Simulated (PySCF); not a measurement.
## C8H14N2Si: NMR shielding calculation

C8H14N2Si, SMILES [SiH3]n1ccnc1C1CCCC1, computed with GIAO mPW1PW91/6-31G* NMR shielding, non-relativistic, gas phase (PySCF 2.14.0).

The geometry comes from this level: GFN2-xTB. Figures and captions count atoms from 1; the log counts them from 0 in places.

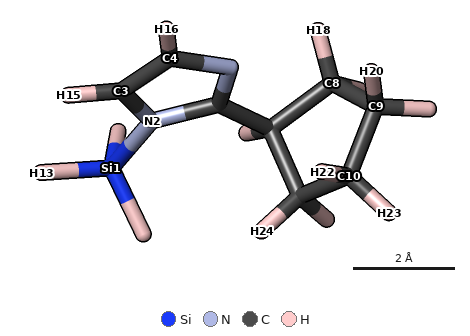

*The structure (stick view, seen at a tilt; atoms are numbered from 1 in the order of the input).*

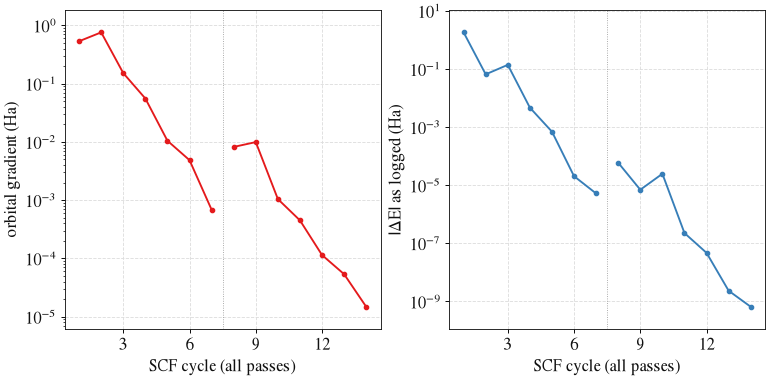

*Convergence of the self-consistent field: orbital gradient and size of the energy change against the SCF cycle. The dotted line marks the change from a coarse to the final integration grid.*

The first 7 cycles use a coarse grid, the final grid takes over at cycle 8, and the field converges after 14 cycles in all.

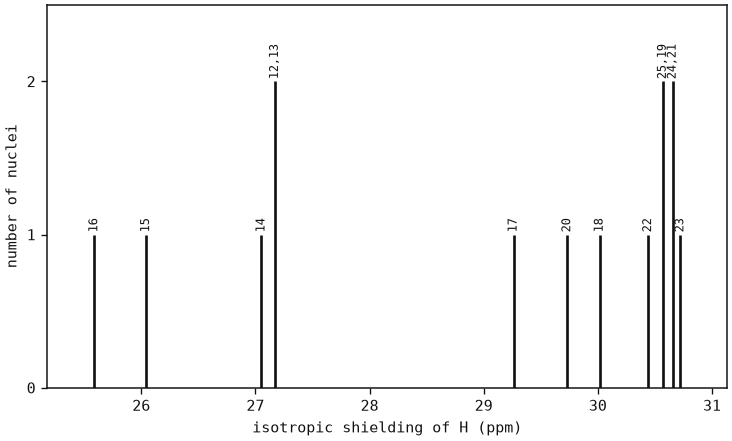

*Isotropic shieldings of the hydrogen nuclei in this fixed geometry, labelled by atom number; shielding grows to the right, so chemical shift grows to the left.*

The least shielded is H16 (25.6 ppm), the most shielded H23 (30.7 ppm).

These pictures come from the run below.

## The input
```
{"job": {"xc": "mPW1PW91", "basis": "6-31G*", "kind": "nmr", "pop": false}, "charge": 0, "multiplicity": 1}
Si     2.848285    -0.775673    -0.910785
N      1.785669     0.554236    -0.510478
C      2.054745     1.893813    -0.700775
C      0.987808     2.585688    -0.229834
N      0.053166     1.714727     0.249790
C      0.542652     0.522410     0.074951
C     -0.143130    -0.753226     0.418289
C     -1.183572    -0.555248     1.525449
C     -2.447511    -0.055060     0.810567
C     -2.241430    -0.350511    -0.684811
C     -1.002639    -1.241544    -0.756941
H      3.233722    -1.434099     0.337865
H      3.996693    -0.168434    -1.574683
H      2.126473    -1.682080    -1.801977
H      2.972680     2.218223    -1.145691
H      0.820096     3.643914    -0.198954
H      0.614476    -1.493035     0.694945
H     -0.836602     0.152563     2.274902
H     -1.373098    -1.513113     2.012404
H     -2.565628     1.014658     0.965153
H     -3.334124    -0.556869     1.197861
H     -2.048594     0.580048    -1.217400
H     -3.110227    -0.828765    -1.135765
H     -0.488956    -1.162060    -1.714744
H     -1.271888    -2.286417    -0.592152
```

The first line tells a small driver script what to run in PySCF; the rest is the geometry in Å.

Run as:
```bash
OMP_NUM_THREADS=1 python <driver script> task.json out
```

## Output
```
coarse grid: 21120 points
cycle   1  E = -712.2038757186  dE =  1.824e+00  |g| = 5.350e-01  |ddm| = 4.736e+00
cycle   2  E = -712.1383102672  dE =  6.557e-02  |g| = 7.597e-01  |ddm| = 1.447e+00
cycle   3  E = -712.2772941957  dE = -1.390e-01  |g| = 1.517e-01  |ddm| = 9.115e-01
cycle   4  E = -712.2819817785  dE = -4.688e-03  |g| = 5.555e-02  |ddm| = 1.782e-01
cycle   5  E = -712.2826794068  dE = -6.976e-04  |g| = 1.046e-02  |ddm| = 5.804e-02
cycle   6  E = -712.2826999082  dE = -2.050e-05  |g| = 4.855e-03  |ddm| = 1.295e-02
cycle   7  E = -712.2827051165  dE = -5.208e-06  |g| = 6.842e-04  |ddm| = 4.430e-03
final grid: 198784 points
cycle   8  E = -712.1796284233  dE = -5.958e-05  |g| = 8.197e-03  |ddm| = 4.639e-02
cycle   9  E = -712.1796214193  dE =  7.004e-06  |g| = 9.917e-03  |ddm| = 1.955e-02
cycle  10  E = -712.1796462413  dE = -2.482e-05  |g| = 1.043e-03  |ddm| = 1.127e-02
cycle  11  E = -712.1796464679  dE = -2.265e-07  |g| = 4.491e-04  |ddm| = 1.543e-03
cycle  12  E = -712.1796465150  dE = -4.715e-08  |g| = 1.140e-04  |ddm| = 5.048e-04
cycle  13  E = -712.1796465173  dE = -2.346e-09  |g| = 5.351e-05  |ddm| = 1.396e-04
cycle  14  E = -712.1796465180  dE = -6.578e-10  |g| = 1.475e-05  |ddm| = 6.459e-05
converged SCF energy = -712.1796465180

GIAO shielding tensors (ppm)
atom      isotropic    diamagn.    paramagn.     s11        s22        s33       span
  0 Si     440.028     883.922    -443.894    409.146    434.697    476.242     67.096
  1 N      121.208     329.185    -207.977     36.862    125.736    201.026    164.164
  2 C       79.907     258.082    -178.175      8.476     91.994    139.253    130.777
  3 C       72.332     259.215    -186.883      3.746     72.122    141.130    137.385
  4 N        1.374     331.582    -330.208   -184.460    -57.312    245.895    430.355
  5 C       48.990     252.803    -203.813    -10.242     39.707    117.504    127.746
  6 C      155.535     248.202     -92.667    140.114    161.430    165.059     24.945
  7 C      163.319     246.280     -82.960    142.475    165.434    182.049     39.575
  8 C      171.068     244.883     -73.815    145.162    183.383    184.658     39.496
  9 C      171.740     246.748     -75.008    145.218    182.469    187.533     42.315
 10 C      160.709     247.378     -86.670    138.188    166.707    177.232     39.044
 11 H       27.152      30.713      -3.561     23.294     25.886     32.276      8.983
 12 H       27.188      29.434      -2.246     22.666     26.473     32.425      9.759
 13 H       27.052      31.359      -4.307     22.520     27.337     31.300      8.780
 14 H       26.042      29.004      -2.962     22.597     26.899     28.628      6.031
 15 H       25.588      29.234      -3.646     22.641     26.612     27.509      4.868
 16 H       29.261      34.757      -5.496     23.538     29.030     35.215     11.677
 17 H       30.016      31.213      -1.198     26.550     27.925     35.572      9.022
 18 H       30.574      31.758      -1.184     24.880     29.051     37.791     12.912
 19 H       29.731      30.040      -0.308     25.829     26.707     36.658     10.830
 20 H       30.664      30.422       0.242     25.562     28.239     38.193     12.631
 21 H       30.440      31.386      -0.946     26.988     28.420     35.911      8.924
 22 H       30.722      30.814      -0.091     25.476     28.389     38.302     12.826
 23 H       30.645      32.867      -2.222     25.250     30.365     36.320     11.070
 24 H       30.564      32.525      -1.961     25.497     28.630     37.565     12.069
```

## Key numbers

```tsv
quantity	value
outcome	converged
total energy	−712.179647 hartree
HOMO	−6.14 eV
LUMO	0.45 eV
dipole moment	2.95 D
isotropic shielding, Si	440.0 ppm
isotropic shielding, N	1.4 to 121.2 ppm
isotropic shielding, C	49.0 to 171.7 ppm
isotropic shielding, H	25.6 to 30.7 ppm
hardware	1 CPU thread, shared host
wall time	44 s
peak memory	0.98 GiB
```
